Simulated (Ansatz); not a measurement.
Consider HNSi₂.

Input

```
crystal:
  periodic: [false, false, false]
  atoms:
    - {symbol: N, position_ang: [0.739215, -0.382051, -0.412228]}
    - {symbol: Si, position_ang: [-0.189143, 0.260427, 0.945939]}
    - {symbol: Si, position_ang: [-0.320107, 0.601544, -1.426923]}
    - {symbol: H, position_ang: [1.528475, -1.027730, -0.548568]}
basis:
  gaussian:
    orbitals: def2-TZVPD
total_charge: 0
hamiltonian:
  xc: pbe0
output: {forces: true, orbitals: {seedname: orbitals}}
```

Command:

```sh
ansatz run input.yaml --threads 1 --pin off --max-ram 2610MiB --events-out events.jsonl --progress --plain --runs-dir runs
```

Geometry: PBE-D3(BJ)/def2-SVP.

The calculation used isolated molecule in a Gaussian basis; Kohn-Sham density functional theory, functional PBE0 (Ansatz).

Q: What can the converged electron density and electron localisation function tell about the bonding?

A: Si–N (1.77 Å): ρ is about 0.97 e/Å³ halfway; the ELF peaks at about 0.85 between the atoms; a polar covalent bond.
Si–Si (2.40 Å): ρ at the midpoint is about 0.48 e/Å³; the ELF peaks at about 0.55 in the valence shell of Si, 1.1 Å from its nucleus, and is about 0.55 at the midpoint.
N–H (1.03 Å): the density is about 2.8 e/Å³ at the midpoint; the ELF climbs to about 1 towards the hydrogen, as it does in any bond to H: an ordinary covalent bond to hydrogen.

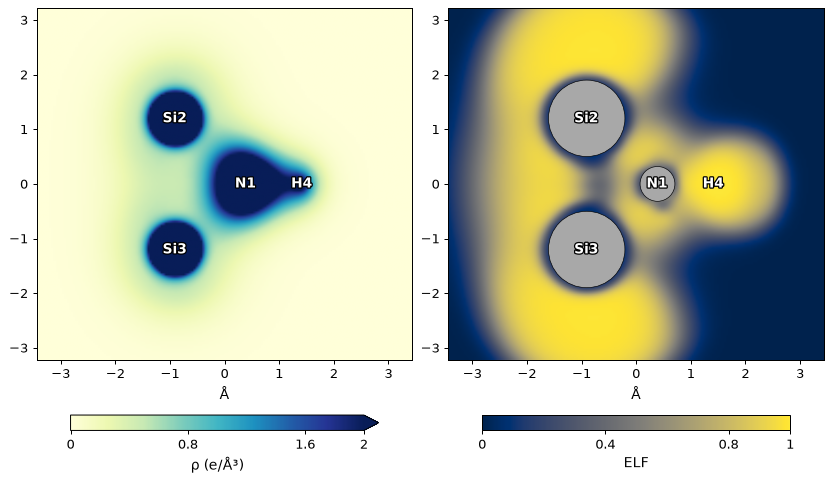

Computed electron density and electron localisation function on the molecular plane, in this order. Grey discs cover the atomic cores in the ELF map. 
